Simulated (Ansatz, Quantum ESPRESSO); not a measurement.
# TlBi (Pm-3m): from the cell to the phonon bands, part 2 of 3

How does TlBi (Pm-3m) vibrate, and is this structure a minimum?

Quantum ESPRESSO 7.5; DFT LDA, scalar-relativistic, plane waves, PseudoDojo norm-conserving pseudopotentials.

So far. Step 2 (A probe with smearing): No gap opens on this mesh, so smearing is kept; the start stands at -4.7 GPa. Step 4 (Ground state): The cell stands at -0.005 GPa, close enough for phonons. The relaxed cell has a = 3.850 Å (conventional setting).

### 7. Phonons on a q mesh

Linear response treats each wavevector in the unit cell, with no supercell; the 2×2×2 mesh fixes the range of the force constants to be had. The change of the potential is kept for the electron-phonon matrix elements.

ph.in reads:

```
phonons
&inputph
   prefix = 'x'
   outdir = './tmp'
   fildyn = 'x.dyn'
   tr2_ph = 1.0d-18
   alpha_mix(1) = 0.4
   nmix_ph = 8
   ldisp = .true.
   nq1 = 2
   nq2 = 2
   nq3 = 2
   electron_phonon = 'interpolated'
   fildvscf = 'dvscf'
   el_ph_sigma = 0.005
   el_ph_nsigma = 10
/
```

The run is started by

```console
$ OMP_NUM_THREADS=1 mpirun -n 8 ph.x -nk 8 -in ph.in > ph.out
```

Numbers of over 12 decimals in the logs are rounded to 6 here.

Log:

```text
[banners, grids, parts of the stress and lines that vanish by symmetry left out]
[banner, memory and clock lines left out]
Program PHONON v.7.5

     ./tmp/x.save/

     IMPORTANT: XC functional enforced from input :
     Exchange-correlation= PW
                           (   1   4   0   0   0   0   0)
     Any further DFT definition will be discarded
     Please, verify this is what you really want

     G-vector sticks info

     Reading collected, re-writing distributed wavefunctions in ./tmp/

     Dynamical matrices for ( 2, 2, 2)  uniform grid of q-points
     (   4 q-points):
       N         xq(1)         xq(2)         xq(3)
       1   0.000000000   0.000000000   0.000000000
       2   0.000000000   0.000000000  -0.500000000
       3   0.000000000  -0.500000000  -0.500000000
       4  -0.500000000  -0.500000000  -0.500000000

     Number and degeneracy of irreps per q-point
       N         xq(1)         xq(2)         xq(3)   N irreps
       1   0.000000000   0.000000000   0.000000000       2
        3   3
       2   0.000000000   0.000000000  -0.500000000       4
[...]
3   0.000000000  -0.500000000  -0.500000000       4
[...]
4  -0.500000000  -0.500000000  -0.500000000       2
        3   3

     Saving dvscf to file. Distribute only q points, not irreducible representations.

     Calculation of q =    0.0000000   0.0000000   0.0000000

     phonons

     bravais-lattice index     =            0
     lattice parameter (alat)  =       7.2749  a.u.
     unit-cell volume          =     385.0252 (a.u.)^3
     number of atoms/cell      =            2
     number of atomic types    =            2
     kinetic-energy cut-off    =      70.0000  Ry
     charge density cut-off    =     280.0000  Ry
     convergence threshold     =      1.0E-18
     beta                      =       0.4000
     number of iterations used =            8
     Exchange-correlation= PW
                           (   1   4   0   0   0   0   0)

     celldm(1)=    7.27495  celldm(2)=    0.00000  celldm(3)=    0.00000
     celldm(4)=    0.00000  celldm(5)=    0.00000  celldm(6)=    0.00000

     crystal axes: (cart. coord. in units of alat)
               a(1) = (  1.0000  0.0000  0.0000 )
               a(2) = (  0.0000  1.0000  0.0000 )
               a(3) = (  0.0000  0.0000  1.0000 )

     reciprocal axes: (cart. coord. in units 2 pi/alat)
               b(1) = (  1.0000  0.0000  0.0000 )
               b(2) = (  0.0000  1.0000  0.0000 )
               b(3) = (  0.0000  0.0000  1.0000 )

     Atoms inside the unit cell:

     Cartesian axes

     site n.  atom      mass           positions (alat units)
        1  Tl    204.3800   tau(    1) = (    0.00000    0.00000    0.00000  )
        2  Bi    208.9804   tau(    2) = (    0.50000    0.50000    0.50000  )

     Computing dynamical matrix for
                    q = (   0.0000000   0.0000000   0.0000000 )

     49 Sym.Ops. (with q -> -q+G )

     G cutoff =  375.3684  (  30551 G-vectors)     FFT grid: ( 40, 40, 40)

     number of k points=    35  Marzari-Vanderbilt smearing, width (Ry)=  0.0200

     PseudoPot. # 1 for Tl read from file:
     ./pseudo/Tl.upf
     Pseudo is Norm-conserving + core correction, Zval = 13.0

     PseudoPot. # 2 for Bi read from file:
     ./pseudo/Bi.upf
     Pseudo is Norm-conserving + core correction, Zval = 15.0

     Mode symmetry, O_h (m-3m)  point group:

     Atomic displacements:
     There are    2 irreducible representations

     Representation     1      3 modes -  To be done

     Representation     2      3 modes -  To be done

     Alpha used in Ewald sum =   2.7000

     Representation #   1 modes #   1   2   3

     Self-consistent Calculation
      thresh= 1.000E-02 alpha_mix =  0.400 |ddv_scf|^2 =  3.471E-06
      thresh= 1.863E-04 alpha_mix =  0.400 |ddv_scf|^2 =  3.305E-08
      thresh= 1.818E-05 alpha_mix =  0.400 |ddv_scf|^2 =  2.496E-09
      thresh= 4.996E-06 alpha_mix =  0.400 |ddv_scf|^2 =  4.027E-10
[...]
End of self-consistent calculation

     Convergence has been achieved

     Representation #   2 modes #   4   5   6

     Self-consistent Calculation
[...]
End of self-consistent calculation

     Convergence has been achieved

     Number of q in the star =    1
     List of q in the star:
[...]
Diagonalizing the dynamical matrix

     q = (    0.000000000   0.000000000   0.000000000 )

 **************************************************************************
     freq (    1) =       0.023498 [THz] =       0.783804 [cm-1]
     freq (    2) =       0.023498 [THz] =       0.783804 [cm-1]
     freq (    3) =       0.023498 [THz] =       0.783804 [cm-1]
     freq (    4) =       2.060633 [THz] =      68.735327 [cm-1]
     freq (    5) =       2.060633 [THz] =      68.735327 [cm-1]
     freq (    6) =       2.060633 [THz] =      68.735327 [cm-1]
 **************************************************************************

     Mode symmetry, O_h (m-3m)  point group:

     freq (   1-   3) =          0.8  [cm-1]   --> T_1u G_15  G_4- I
     freq (   4-   6) =         68.7  [cm-1]   --> T_1u G_15  G_4- I
     Electron-phonon interaction  ...

     [... narrower broadenings left out ...]
     Gaussian Broadening:   0.020 Ry, ngauss=   0
     DOS =  7.080619 states/spin/Ry/Unit Cell at Ef= 11.658903 eV
     lambda(    1)=  0.0000   gamma=    0.01 GHz
     lambda(    2)=  0.0000   gamma=    0.01 GHz
     lambda(    3)=  0.0000   gamma=    0.01 GHz
     lambda(    4)=  0.0117   gamma=    0.34 GHz
     lambda(    5)=  0.0119   gamma=    0.34 GHz
     lambda(    6)=  0.0115   gamma=    0.33 GHz
     [... wider broadenings left out ...]

     Number of q in the star =    1
     List of q in the star:
[...]
Calculation of q =    0.0000000   0.0000000  -0.5000000
     [... set-up and bands at k+q left out ...]

     Mode symmetry, D_4h(4/mmm) point group:

     Atomic displacements:
     There are    4 irreducible representations

     Representation     1      1 modes -  To be done

     Representation     2      2 modes -  To be done

[...]
Message from routine init_vloc:
     Interpolation table for Vloc re-allocated

     Alpha used in Ewald sum =   2.7000

     Representation #   1 mode #   1

     Self-consistent Calculation

[...]
[... iterations left out ...]
[...]
End of self-consistent calculation

     Convergence has been achieved

     Representation #   2 modes #   2   3

     Self-consistent Calculation

[...]
[... iterations left out ...]
[...]
End of self-consistent calculation

     Convergence has been achieved

     Representation #   3 mode #   4

[...]
[... iterations left out ...]
[...]
Convergence has been achieved

     Representation #   4 modes #   5   6

[...]
[... iterations left out ...]
[...]
Convergence has been achieved

     Number of q in the star =    3
     List of q in the star:
[...]
Diagonalizing the dynamical matrix

     q = (    0.000000000   0.000000000  -0.500000000 )

 **************************************************************************
     freq (    1) =       1.524828 [THz] =      50.862800 [cm-1]
     freq (    2) =       1.524828 [THz] =      50.862800 [cm-1]
     freq (    3) =       1.531935 [THz] =      51.099835 [cm-1]
     freq (    4) =       1.531935 [THz] =      51.099835 [cm-1]
     freq (    5) =       1.616219 [THz] =      53.911269 [cm-1]
     freq (    6) =       2.002558 [THz] =      66.798140 [cm-1]
 **************************************************************************

     Mode symmetry, D_4h(4/mmm) point group:

     freq (   1-   2) =         50.9  [cm-1]   --> E_g  X_5  M_5
     freq (   3-   4) =         51.1  [cm-1]   --> E_u  X_5' M_5'
     freq (   5-   5) =         53.9  [cm-1]   --> A_1g X_1  M_1
     freq (   6-   6) =         66.8  [cm-1]   --> A_2u X_4' M_4'
     Electron-phonon interaction  ...

     [... narrower broadenings left out ...]
     Gaussian Broadening:   0.020 Ry, ngauss=   0
     DOS =  7.080619 states/spin/Ry/Unit Cell at Ef= 11.658903 eV
     lambda(    1)=  0.1589   gamma=    2.50 GHz
     lambda(    2)=  0.1636   gamma=    2.57 GHz
     lambda(    3)=  0.0502   gamma=    0.80 GHz
     lambda(    4)=  0.0503   gamma=    0.80 GHz
     lambda(    5)=  0.4761   gamma=    8.41 GHz
     lambda(    6)=  0.1823   gamma=    4.94 GHz
     [... wider broadenings left out ...]

     Number of q in the star =    3
     List of q in the star:
[...]
Calculation of q =    0.0000000  -0.5000000  -0.5000000
     [... set-up and bands at k+q left out ...]

     Mode symmetry, D_4h(4/mmm) point group:

     Atomic displacements:
     There are    4 irreducible representations

[...]
Alpha used in Ewald sum =   2.7000

     Representation #   1 mode #   1

[...]
Convergence has been achieved

     Representation #   2 mode #   2

[...]
Convergence has been achieved

     Representation #   3 modes #   3   4

[...]
Convergence has been achieved

     Representation #   4 modes #   5   6

[...]
Convergence has been achieved

     Number of q in the star =    3
     List of q in the star:
[...]
Diagonalizing the dynamical matrix

     q = (    0.000000000  -0.500000000  -0.500000000 )

 **************************************************************************
     freq (    1) =      -0.373869 [THz] =     -12.470920 [cm-1]
     freq (    2) =      -0.373869 [THz] =     -12.470920 [cm-1]
     freq (    3) =       1.545444 [THz] =      51.550451 [cm-1]
     freq (    4) =       1.593137 [THz] =      53.141333 [cm-1]
     freq (    5) =       2.563139 [THz] =      85.497117 [cm-1]
     freq (    6) =       2.563139 [THz] =      85.497117 [cm-1]
 **************************************************************************

     Mode symmetry, D_4h(4/mmm) point group:

     freq (   1-   2) =        -12.5  [cm-1]   --> E_u  X_5' M_5'
     freq (   3-   3) =         51.6  [cm-1]   --> B_1u X_2' M_2'
     freq (   4-   4) =         53.1  [cm-1]   --> A_2u X_4' M_4'
     freq (   5-   6) =         85.5  [cm-1]   --> E_u  X_5' M_5'
     Electron-phonon interaction  ...

     [... narrower broadenings left out ...]
     Gaussian Broadening:   0.020 Ry, ngauss=   0
     DOS =  7.080619 states/spin/Ry/Unit Cell at Ef= 11.658903 eV
     lambda(    1)=  0.0000   gamma=    1.47 GHz
     lambda(    2)=  0.0000   gamma=    1.38 GHz
     lambda(    3)=  0.0444   gamma=    0.72 GHz
     lambda(    4)=  0.0612   gamma=    1.05 GHz
     lambda(    5)=  0.0732   gamma=    3.25 GHz
     lambda(    6)=  0.0729   gamma=    3.24 GHz
     [... wider broadenings left out ...]

     Number of q in the star =    3
     List of q in the star:
[...]
Calculation of q =   -0.5000000  -0.5000000  -0.5000000
     [... set-up and bands at k+q left out ...]

     Mode symmetry, O_h (m-3m)  point group:

     Atomic displacements:
     There are    2 irreducible representations

     Representation     1      3 modes -  To be done

     Representation     2      3 modes -  To be done

     Alpha used in Ewald sum =   2.7000

     Representation #   1 modes #   1   2   3

     Self-consistent Calculation

[...]
[... iterations left out ...]
[...]
End of self-consistent calculation

     Convergence has been achieved

     Representation #   2 modes #   4   5   6

     Self-consistent Calculation

      thresh= 1.000E-02 alpha_mix =  0.400 |ddv_scf|^2 =  6.335E-06

      [... iterations left out ...]
      thresh= 1.334E-10 alpha_mix =  0.400 |ddv_scf|^2 =  4.396E-21

     End of self-consistent calculation

     Convergence has been achieved

     Number of q in the star =    1
     List of q in the star:
          1  -0.500000000  -0.500000000  -0.500000000

     Diagonalizing the dynamical matrix

     q = (   -0.500000000  -0.500000000  -0.500000000 )

 **************************************************************************
     freq (    1) =       1.463217 [THz] =      48.807662 [cm-1]
     freq (    2) =       1.463217 [THz] =      48.807662 [cm-1]
     freq (    3) =       1.463217 [THz] =      48.807662 [cm-1]
     freq (    4) =       1.973427 [THz] =      65.826425 [cm-1]
     freq (    5) =       1.973427 [THz] =      65.826425 [cm-1]
     freq (    6) =       1.973427 [THz] =      65.826425 [cm-1]
 **************************************************************************

     Mode symmetry, O_h (m-3m)  point group:

     freq (   1-   3) =         48.8  [cm-1]   --> T_2g G_25' G_5+
     freq (   4-   6) =         65.8  [cm-1]   --> T_1u G_15  G_4-
     Electron-phonon interaction  ...

     [... narrower broadenings left out ...]
     Gaussian Broadening:   0.020 Ry, ngauss=   0
     DOS =  7.080619 states/spin/Ry/Unit Cell at Ef= 11.658903 eV
     lambda(    1)=  0.4686   gamma=    6.78 GHz
     lambda(    2)=  0.4637   gamma=    6.71 GHz
     lambda(    3)=  0.4726   gamma=    6.84 GHz
     lambda(    4)=  0.0823   gamma=    2.17 GHz
     lambda(    5)=  0.0812   gamma=    2.14 GHz
     lambda(    6)=  0.0838   gamma=    2.21 GHz
     [... wider broadenings left out ...]

     Number of q in the star =    1
     List of q in the star:
          1  -0.500000000  -0.500000000  -0.500000000


[key lines of the parts left out:]
the Fermi energy is    11.5781 ev
```

Run time: 7.2 min. Hardware: 8 MPI ranks of Arm Neoverse V2, shared host.

Numbers from this step:

- largest acoustic frequency at the zone centre before the sum rule: 0.78 cm⁻¹
- highest optical zone-centre mode (no LO-TO term): 68.74 cm⁻¹
- lowest optical zone-centre mode: 68.74 cm⁻¹
- lowest mode on the q mesh (acoustic ones at the zone centre apart): -12.47 cm⁻¹

Frequencies (cm⁻¹) at each irreducible wavevector; negative means imaginary. Frequencies by wavevector:

```tsv
q (fractions)	star	mode 1	mode 2	mode 3	mode 4	mode 5	mode 6
0 0 0	1	0.78	0.78	0.78	68.74	68.74	68.74
0 0 -0.5	3	50.86	50.86	51.1	51.1	53.91	66.8
0 -0.5 -0.5	3	-12.47	-12.47	51.55	53.14	85.5	85.5
-0.5 -0.5 -0.5	1	48.81	48.81	48.81	65.83	65.83	65.83
```

Couplings of single modes at a Gaussian broadening of 0.02 Ry, as ph.x prints them; it sets λ to zero for modes under 20 cm⁻¹. Mode couplings:

```tsv
q (fractions)	mode	frequency (cm⁻¹)	λ	linewidth γ (GHz)
0 0 -0.5	1	50.86	0.1589	2.5
0 0 -0.5	2	50.86	0.1636	2.57
0 0 -0.5	3	51.1	0.0502	0.8
0 0 -0.5	4	51.1	0.0503	0.8
0 0 -0.5	5	53.91	0.4761	8.41
0 0 -0.5	6	66.8	0.1823	4.94
0 -0.5 -0.5	3	51.55	0.0444	0.72
0 -0.5 -0.5	4	53.14	0.0612	1.05
0 -0.5 -0.5	5	85.5	0.0732	3.25
0 -0.5 -0.5	6	85.5	0.0729	3.24
-0.5 -0.5 -0.5	1	48.81	0.4686	6.78
-0.5 -0.5 -0.5	2	48.81	0.4637	6.71
-0.5 -0.5 -0.5	3	48.81	0.4726	6.84
-0.5 -0.5 -0.5	4	65.83	0.0823	2.17
-0.5 -0.5 -0.5	5	65.83	0.0812	2.14
-0.5 -0.5 -0.5	6	65.83	0.0838	2.21
```

Optical modes; normalised displacements of the dynamical-matrix file. The modes at Γ (shares of kinetic energy by element, %):

```tsv
mode	frequency (cm⁻¹)	symmetry	Tl %	Bi %
1	68.7	T1u	51	49
2	68.7	T1u	51	49
3	68.7	T1u	51	49
```

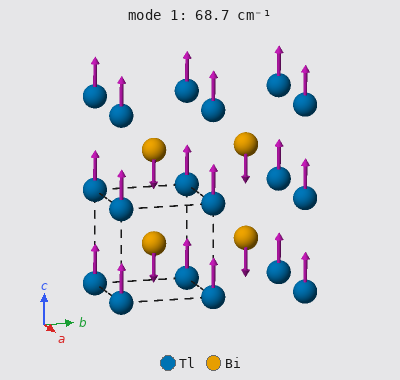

Displacement patterns of mode 1 at Γ; arrows are exaggerated. 1×2×2 cells are drawn. Some periodic images of atoms are drawn too.

The acoustic modes at Γ come out as far as 0.8 cm⁻¹ from zero, where they should vanish, a small numerical error.

### 8. Fourier transform to real space

The dynamical matrices of the mesh are Fourier-transformed to force constants in real space.

q2r.in reads:

```
&input
   fildyn = 'x.dyn'
   zasr = 'crystal'
   flfrc = 'x.fc'
   la2F = .true.
/
```

The run is started by

```console
$ q2r.x < q2r.in > q2r.out
```

Log:

```text
[banners, grids, parts of the stress and lines that vanish by symmetry left out]
[banner, memory and clock lines left out]
Program Q2R v.7.5

  reading grid info from file x.dyn0

  reading force constants from file x.dyn1
  Dielectric Tensor not found
  nqs=            1
 q=   0.00000000  0.00000000  0.00000000
  reading force constants from file x.dyn2
  nqs=            3
 q=   0.00000000  0.00000000 -0.50000000
[...]
reading force constants from file x.dyn3
  nqs=            3
[...]
q=  -0.50000000  0.00000000 -0.50000000
  reading force constants from file x.dyn4
  nqs=            1
 q=  -0.50000000 -0.50000000 -0.50000000

      q-space grid ok, #points =    8

      fft-check success (sum of imaginary terms < 10^-12)

   Preparing gamma for a2F

 Broadening =      0.005
      q-space grid ok, #points =    8

      fft-check success (sum of imaginary terms < 10^-12)

 Broadening =      0.010
[...]
Broadening =      0.045
      q-space grid ok, #points =    8

      fft-check success (sum of imaginary terms < 10^-12)

 Broadening =      0.050
      q-space grid ok, #points =    8

      fft-check success (sum of imaginary terms < 10^-12)
```

Run time: 0.48 s. Hardware: 1 thread.

### 9. Interpolated phonon bands

From the force constants any wavevector is cheap; points of the mesh come back as solved, but for the sum rule and, in polar crystals, the LO-TO term at Γ; the rest is interpolation.

matdyn.in reads:

```
&input
   asr = 'crystal'
   flfrc = 'x.fc'
   flfrq = 'x.freq'
   flvec = 'x.modes'
   q_in_band_form = .true.
   q_in_cryst_coord = .true.
/
8
  0.0000000   0.0000000   0.0000000  12  ! GAMMA
  0.0000000   0.5000000   0.0000000  12  ! X
  0.5000000   0.5000000   0.0000000  12  ! M
  0.0000000   0.0000000   0.0000000  12  ! GAMMA
  0.5000000   0.5000000   0.5000000  12  ! R
  0.0000000   0.5000000   0.0000000   1  ! X
  0.5000000   0.5000000   0.5000000  12  ! R
  0.5000000   0.5000000   0.0000000   1  ! M
```

The run is started by

```console
$ matdyn.x -in matdyn.in > matdyn.out
```

Log:

```text
[banner, memory and clock lines left out]
Program MATDYN v.7.5

 mass for atomic type   1 not given; uses mass from file x.fc
 mass for atomic type   2 not given; uses mass from file x.fc
 Norm of the difference between old and new effective charges:    0.000000

 Norm of the difference between old and new force-constants:   1.20992e-05

     Message from routine matdyn:
     Z* not found in file x.fc, TO-LO splitting at q=0 will be absent!
     Message from routine matdyn:
     Z* not found in file x.fc, TO-LO splitting at q=0 will be absent!

Note: The following floating-point exceptions are signalling: IEEE_UNDERFLOW_FLAG
```

The job ended after 0.47 s (1 thread).

Read from the output:

| Quantity | Value |
| --- | --- |
| lowest frequency on the path | -12.47 cm⁻¹ |

Matdyn.x, sum rule crystal. The phonon branches at the labelled points (cm⁻¹):

```tsv
point	branch 1	branch 2	branch 3	branch 4	branch 5	branch 6
Γ	0	0	0	69	69	69
X	51	51	51	51	54	67
M	-12	-12	52	53	86	86
Γ	0	0	0	69	69	69
R	49	49	49	66	66	66
X	51	51	51	51	54	67
jump to R	49	49	49	66	66	66
M	-12	-12	52	53	86	86
```

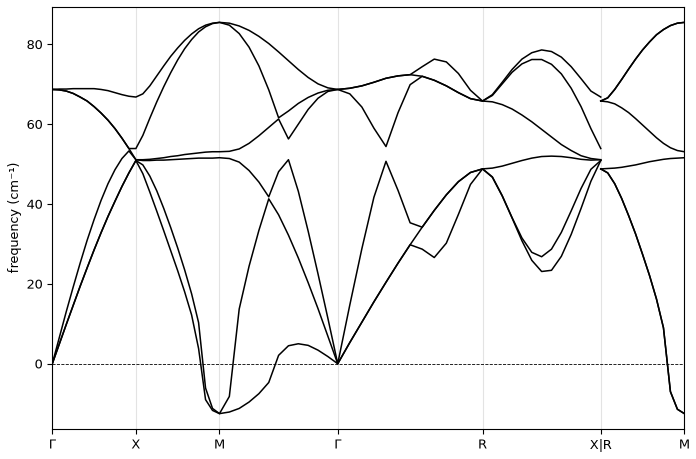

Phonon branches along the path.

Lowest modes at the softest wavevector of the mesh; phase exp(i q.(R + tau)). Modes at q = (0.000, 0.500, 0.500), with each element's share of the kinetic energy (negative means imaginary):

```tsv
mode	frequency (cm⁻¹)	Tl %	Bi %
1	-12.5	44	56
2	-12.5	44	56
3	51.6	0	100
4	53.1	100	0
5	85.5	56	44
6	85.5	56	44
```

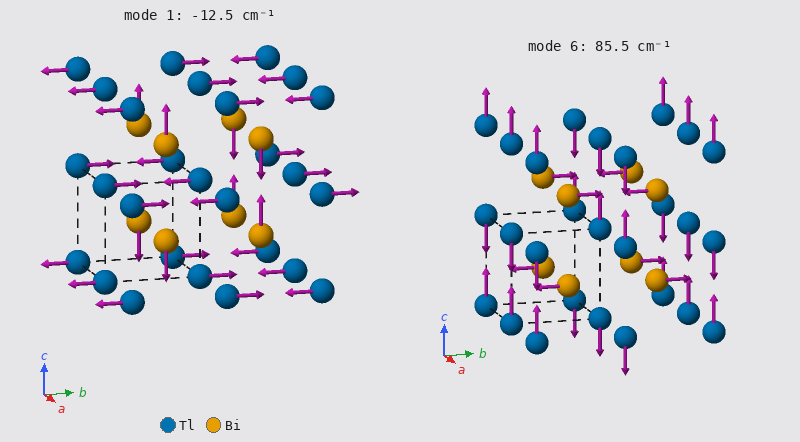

Displacement patterns of modes 1 and 6 at q = (0.000, 0.500, 0.500); arrows are exaggerated. 2×2×2 cells are drawn. Some periodic images of atoms are drawn too.

Force constants by pair (phonopy on the run's constants); pairs near half the supercell's span include their periodic images. Pair force constants, by row:

```tsv
atom	neighbour	distance (Å)	third of the trace (eV/Å²)	along the pair's line (eV/Å²)
Tl1	itself	0	2.558	–
Tl1	Bi	3.334	-0.2244	-0.929
Tl1	Tl	3.85	-0.2184	-0.5976
Tl1	Tl	5.444	-0.0108	-0.053
Tl1	Tl	6.668	-0.0755	-0.0755
Bi2	itself	0	2.091	–
Bi2	Tl	3.334	-0.2244	-0.929
Bi2	Bi	3.85	-0.0328	-0.1372
Bi2	Bi	5.444	-0.0926	-0.0812
Bi2	Bi	6.668	0.0805	0.0805
```

Mode patterns, pair constants, displacements and means over the zone were worked out by phonopy from the force constants of q2r.x.

The path dips to 12i cm⁻¹.

(Part 2 of 3 ends here.)

[Host names and launcher messages were left out of these logs when they were recorded.]

[Logs are printed without paths, hosts, clocks, repeated set-up lines and the standing remarks that a program may print on its own settings, such as how far it seeks lower states.]

[Hosts, paths, dates, database ids (printed as entryN), source tags and the programs' standing remarks are cut or masked in the printed files.]
